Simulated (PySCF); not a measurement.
**Pentafluoropyridine (C5F5N): NMR shifts in gas and solvents**

Aim: compute the NMR shifts of Pentafluoropyridine (C5F5N) (`Fc1nc(F)c(F)c(F)c1F`), and see what a dielectric continuum does where one was used.

Computed with PySCF 2.14.0, with density-fitted response routines of our own, on a single molecule, in the gas phase or a continuum. Atoms are numbered from 0 throughout.

**1. The molecule as given**

11 atoms, charge 0, multiplicity 1; geometry from: GFN2-xTB. The atoms were then displaced at random by about 0.01 Å, so the start is not that level's minimum.

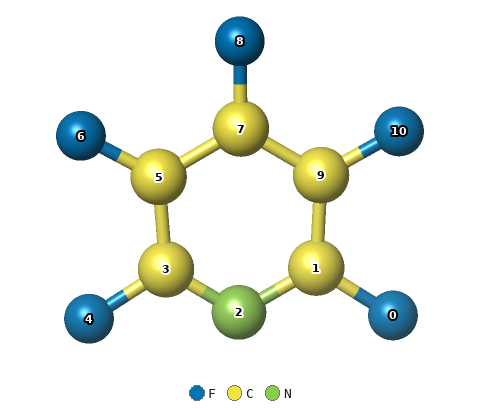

As it starts; fluorine blue, carbon yellow, nitrogen green, atoms numbered.

**2. Relaxing the molecule at PBE0-D3(BJ)/def2-TZVP**

What the job is given:

```
{"job": {"xc": "PBE0", "basis": "def2-TZVP", "d3": "d3bj", "grid": 2, "shake": 0.01, "kind": "geom"}, "charge": 0, "multiplicity": 1}
F      2.128340    -1.830900     0.245720
C      1.052960    -1.015380     0.131420
N     -0.141980    -1.580740     0.190050
C     -1.168010    -0.838500     0.093110
F     -2.363680    -1.475060     0.159760
C     -1.167890     0.549400    -0.083580
F     -2.266170     1.265630    -0.182350
C      0.105180     1.159220    -0.153480
F      0.190160     2.470090    -0.295180
C      1.232400     0.361690    -0.029780
F      2.436810     0.908730    -0.091360
```

Run with:

```
> OMP_NUM_THREADS=2 python probes_run.py task.json out
```

The driver reads the jobs from task.json and runs them one after another.

The program printed:

```text
step   0  E = -744.02857915  max force = 0.054210
step   1  E = -744.01404645  max force = 0.039562
step   2  E = -744.02651782  max force = 0.019556
step   3  E = -744.03272002  max force = 0.009507
step   4  E = -744.03273142  max force = 0.011649
step   5  E = -744.03364263  max force = 0.003713
step   6  E = -744.03365516  max force = 0.001371
step   7  E = -744.03366604  max force = 0.000540
step   8  E = -744.03366699  max force = 0.000279
optimisation converged
```

Run time: 14 min. Hardware: 2 threads of Intel Xeon at 2.50GHz, shared host; peak memory 2.5 GiB.

Relaxation path: (the energy doesn't fall at every step)

| step | energy from step 0 (eV) | largest force component (eV/Å) |
| --- | --- | --- |
| 0 | 0.0000 | 2.7876 |
| 1 | 0.3955 | 2.0344 |
| 2 | 0.0561 | 1.0056 |
| 3 | -0.1127 | 0.4889 |
| 4 | -0.1130 | 0.5990 |
| 5 | -0.1378 | 0.1909 |
| 6 | -0.1381 | 0.0705 |
| 7 | -0.1384 | 0.0278 |
| 8 | -0.1384 | 0.0143 |

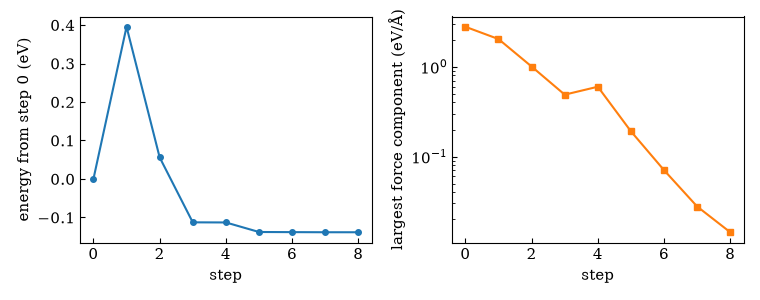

Energy and largest force along the relaxation.

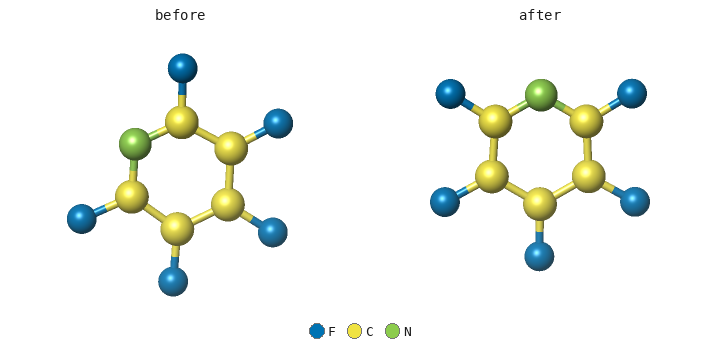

Before and after, at one scale.

Distances of close pairs at the start and the end, largest changes first:

| bond | before (Å) | after (Å) | change (Å) |
| --- | --- | --- | --- |
| C3–F4 | 1.356 | 1.319 | -0.037 |
| F0–C1 | 1.354 | 1.319 | -0.035 |
| N2–C3 | 1.270 | 1.305 | +0.035 |
| C5–C7 | 1.413 | 1.387 | -0.026 |
| C1–N2 | 1.323 | 1.305 | -0.018 |
| C3–C5 | 1.399 | 1.385 | -0.014 |
| C1–C9 | 1.398 | 1.385 | -0.013 |
| C7–F8 | 1.321 | 1.315 | -0.007 |

The end geometry stands in the next job.

| at the end point | value |
| --- | --- |
| point group (found at 0.08 Å tolerance) | C2v |
| rotational constants (GHz, main isotopes) | 1.493, 1.083, 0.628 |
| dipole moment (D) | 1.06 |

**3. Nuclear shieldings: PBE0/pcSseg-2**

What the job is given:

```
{"job": {"kind": "nmr", "xc": "PBE0", "basis": "pcSseg-2"}, "charge": 0, "multiplicity": 1}
F     -0.360619    -2.733542     0.307093
C     -0.281359    -1.425177     0.159373
N     -1.398341    -0.754543     0.083839
C     -1.351490     0.541061    -0.062654
F     -2.496663     1.191917    -0.137194
C     -0.170029     1.259014    -0.142911
F     -0.151711     2.571858    -0.290386
C      1.014479     0.541940    -0.062771
F      2.171036     1.163147    -0.133437
C      0.969668    -0.835814     0.091786
F      2.085076    -1.540003     0.168592
```

With the program's defaults for keys left out, this is: GIAO PBE0/pcSseg-2 NMR shielding, non-relativistic, gas phase.

The program printed:

```text
coarse grid: 11928 points
cycle   1  E = -743.8722690570  dE =  2.510e+00  |g| = 9.670e-01  |ddm| = 3.288e+00
cycle   2  E = -743.6205613674  dE =  2.517e-01  |g| = 1.593e+00  |ddm| = 1.180e+00
cycle   3  E = -744.0174585676  dE = -3.969e-01  |g| = 1.144e-01  |ddm| = 7.723e-01
cycle   4  E = -744.0192510098  dE = -1.792e-03  |g| = 4.859e-02  |ddm| = 7.974e-02
cycle   5  E = -744.0196972518  dE = -4.462e-04  |g| = 1.586e-02  |ddm| = 3.793e-02
cycle   6  E = -744.0197476969  dE = -5.045e-05  |g| = 3.326e-03  |ddm| = 1.112e-02
cycle   7  E = -744.0197497607  dE = -2.064e-06  |g| = 1.251e-03  |ddm| = 3.065e-03
final grid: 125056 points
cycle   8  E = -744.0160164692  dE = -1.164e-04  |g| = 7.558e-03  |ddm| = 5.384e-02
cycle   9  E = -744.0159955474  dE =  2.092e-05  |g| = 1.320e-02  |ddm| = 1.334e-02
cycle  10  E = -744.0160277779  dE = -3.223e-05  |g| = 8.597e-04  |ddm| = 8.119e-03
cycle  11  E = -744.0160278739  dE = -9.600e-08  |g| = 5.369e-04  |ddm| = 1.251e-03
cycle  12  E = -744.0160279340  dE = -6.006e-08  |g| = 1.771e-04  |ddm| = 4.221e-04
cycle  13  E = -744.0160279397  dE = -5.696e-09  |g| = 2.580e-05  |ddm| = 1.211e-04
cycle  14  E = -744.0160279398  dE = -9.913e-11  |g| = 1.010e-05  |ddm| = 1.852e-05
converged SCF energy = -744.0160279398

GIAO shielding tensors (ppm)
atom      isotropic    diamagn.    paramagn.     s11        s22        s33       span
  0 F      261.110     465.284    -204.174    152.363    284.680    346.285    193.922
  1 C       31.069     256.084    -225.015    -27.513     37.766     82.955    110.468
  2 N       -3.187     326.228    -329.415   -173.118    -47.746    211.304    384.422
  3 C       31.063     256.089    -225.026    -27.532     37.800     82.921    110.454
  4 F      260.990     465.306    -204.316    152.065    284.839    346.067    194.002
  5 C       42.098     255.670    -213.572      7.974     21.013     97.306     89.332
  6 F      344.742     463.500    -118.758    281.778    303.461    448.987    167.209
  7 C       24.074     253.877    -229.802    -23.748      0.136     95.836    119.584
  8 F      312.709     463.578    -150.869    226.333    238.695    473.099    246.765
  9 C       42.104     255.661    -213.557      8.069     20.941     97.302     89.233
 10 F      344.759     463.485    -118.725    281.859    303.472    448.947    167.088
```

Wall time 2.8 min (2 threads of Intel Xeon at 2.50GHz, shared host); peak memory 2.5 GiB.

The references, computed at this level on geometries of the same kind, shield at (ppm): ¹³C TMS 186.0, ¹⁹F CFCl3 174.3, ¹⁵N NH3 263.8. Their shielding less the atom's gives the shift. The references are single molecules in the gas phase, so shifts against H2O, NH3, PH3, H3PO4 or CFCl3 are not on the usual liquid scales and can be off by tens of ppm. Atoms listed in one row are averaged.

| atoms | environment | σ (ppm) | δ (ppm) |
| --- | --- | --- | --- |
| C7 | aromatic carbon bearing fluorine | 24.1 | 162.0 |
| C1, C3 | aromatic carbon bearing fluorine | 31.1 | 155.0 |
| C5, C9 | aromatic carbon bearing fluorine | 42.1 | 143.9 |
| F0, F4 | aryl fluorine | 261.0 | -86.7 |
| F8 | aryl fluorine | 312.7 | -138.4 |
| F6, F10 | aryl fluorine | 344.8 | -170.4 |
| N2 | pyridine-type ring nitrogen | -3.2 | 267.0 |

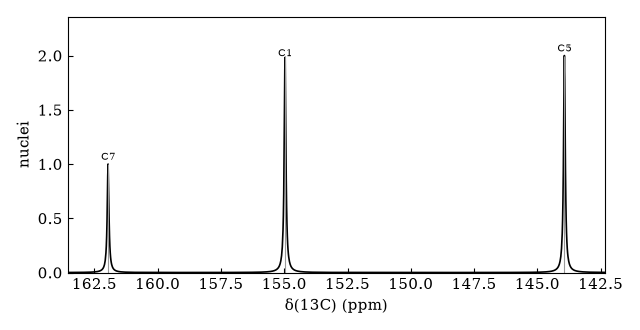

¹³C lines at the computed shifts, without couplings. Lines are broadened to a width of 0.08 ppm (Lorentzian).

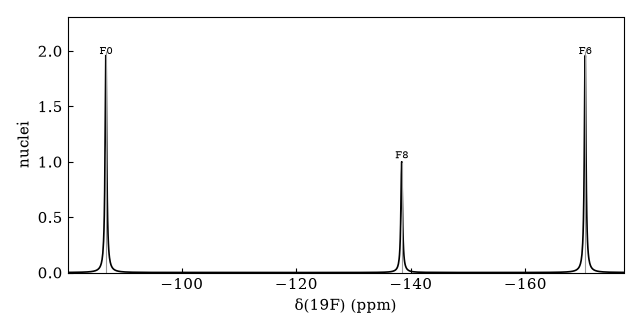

¹⁹F lines at the computed shifts, without couplings. Lines are broadened to a width of 0.33 ppm (Lorentzian).

The run also stored atomic charges by several schemes (e):

| atoms | Mulliken | IAO | Hirshfeld | ESP fit |
| --- | --- | --- | --- | --- |
| F0, F4 | -0.22 | -0.24 | -0.06 | -0.16 |
| C1, C3 | 0.34 | 0.40 | 0.14 | 0.50 |
| N2 | -0.23 | -0.29 | -0.17 | -0.52 |
| C5, C9 | 0.20 | 0.20 | 0.05 | -0.09 |
| F6, F10 | -0.23 | -0.24 | -0.06 | -0.09 |
| C7 | 0.26 | 0.28 | 0.08 | 0.30 |
| F8 | -0.21 | -0.23 | -0.05 | -0.11 |

Hirshfeld charges:

| atom | value (e) |
| --- | --- |
| F0 | -0.06 |
| C1 | 0.14 |
| N2 | -0.17 |
| C3 | 0.14 |
| F4 | -0.06 |
| C5 | 0.05 |
| F6 | -0.06 |
| C7 | 0.08 |
| F8 | -0.05 |
| C9 | 0.05 |
| F10 | -0.06 |

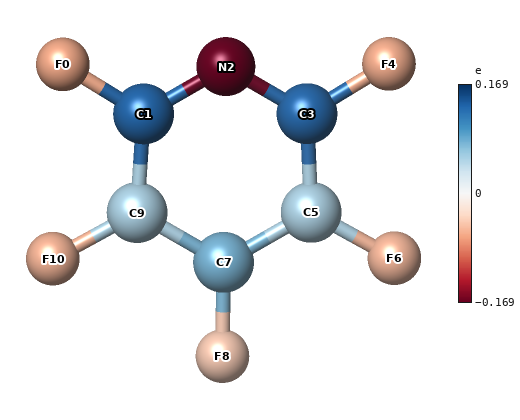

Hirshfeld charges, as colours on the atoms.

Mayer bond orders: F0–C1 0.98, C1–N2 1.52, N2–C3 1.52, C3–F4 0.98, C3–C5 1.41, C5–F6 0.91, C5–C7 1.39, C7–F8 0.94, C7–C9 1.39, C9–F10 0.91, C9–C1 1.41.

Ring of atoms C1, N2, C3, C5, C7, C9: NICS(0) -15.4, NICS(1) -10.2, NICS(1)zz -23.5 ppm (means of both faces).

**4. Nuclear shieldings: KT3/pcSseg-2**

The job, as its differences from that of step 3:

```diff
@@ -1,2 +1,2 @@
-{"job": {"kind": "nmr", "xc": "PBE0", "basis": "pcSseg-2"}, "charge": 0, "multiplicity": 1}
+{"job": {"kind": "nmr", "xc": "KT3", "basis": "pcSseg-2", "pop": false}, "charge": 0, "multiplicity": 1}
 F     -0.360619    -2.733542     0.307093
```

Method: GIAO KT3/pcSseg-2 NMR shielding, non-relativistic, gas phase.

The program printed:

```text
coarse grid: 11928 points
cycle   1  E = -754.3032732738  dE =  2.314e+00  |g| = 1.255e+00  |ddm| = 3.349e+00
cycle   2  E = -753.3479978357  dE =  9.553e-01  |g| = 2.742e+00  |ddm| = 2.322e+00
cycle   3  E = -754.5170438829  dE = -1.169e+00  |g| = 2.580e-01  |ddm| = 1.733e+00
cycle   4  E = -754.5289261360  dE = -1.188e-02  |g| = 1.250e-01  |ddm| = 3.402e-01
cycle   5  E = -754.5317785978  dE = -2.852e-03  |g| = 5.007e-02  |ddm| = 1.098e-01
cycle   6  E = -754.5322695630  dE = -4.910e-04  |g| = 1.435e-02  |ddm| = 4.410e-02
cycle   7  E = -754.5323031317  dE = -3.357e-05  |g| = 5.719e-03  |ddm| = 1.290e-02
cycle   8  E = -754.5323107076  dE = -7.576e-06  |g| = 2.000e-03  |ddm| = 5.735e-03
final grid: 125056 points
cycle   9  E = -754.5278900145  dE = -5.324e-04  |g| = 4.642e-02  |ddm| = 2.590e-01
cycle  10  E = -754.5268049201  dE =  1.085e-03  |g| = 9.446e-02  |ddm| = 7.201e-02
cycle  11  E = -754.5281852517  dE = -1.380e-03  |g| = 5.683e-03  |ddm| = 5.145e-02
cycle  12  E = -754.5281918331  dE = -6.581e-06  |g| = 1.744e-03  |ddm| = 6.145e-03
cycle  13  E = -754.5281922565  dE = -4.234e-07  |g| = 9.666e-04  |ddm| = 1.737e-03
cycle  14  E = -754.5281924547  dE = -1.982e-07  |g| = 2.878e-04  |ddm| = 9.201e-04
cycle  15  E = -754.5281924770  dE = -2.226e-08  |g| = 3.862e-05  |ddm| = 2.398e-04
cycle  16  E = -754.5281924772  dE = -1.914e-10  |g| = 2.544e-05  |ddm| = 4.634e-05
converged SCF energy = -754.5281924772

GIAO shielding tensors (ppm)
atom      isotropic    diamagn.    paramagn.     s11        s22        s33       span
  0 F      250.627     465.532    -214.904    146.181    274.590    331.111    184.930
  1 C       38.182     257.519    -219.338     -6.724     40.913     80.357     87.082
  2 N       14.764     327.227    -312.463   -130.276    -26.929    201.498    331.775
  3 C       38.174     257.525    -219.350     -6.748     40.944     80.327     87.076
  4 F      250.505     465.561    -215.056    145.892    274.735    330.889    184.997
  5 C       47.736     258.705    -210.969     17.826     30.708     94.675     76.850
  6 F      327.356     464.089    -136.734    272.200    284.995    424.872    152.672
  7 C       31.847     257.091    -225.244     -3.053      5.436     93.158     96.211
  8 F      300.885     464.306    -163.421    215.735    231.171    455.750    240.015
  9 C       47.741     258.698    -210.956     17.885     30.665     94.673     76.788
 10 F      327.370     464.066    -136.696    272.269    285.008    424.833    152.563
```

Wall time 3.1 min (2 threads of Intel Xeon at 2.50GHz, shared host); peak memory 1.9 GiB.

In short: δ C7 151.4, C1 145.1, C5 135.5, F0 -105.1 ppm (means over like atoms).

(Part 1 of 2 ends here.)
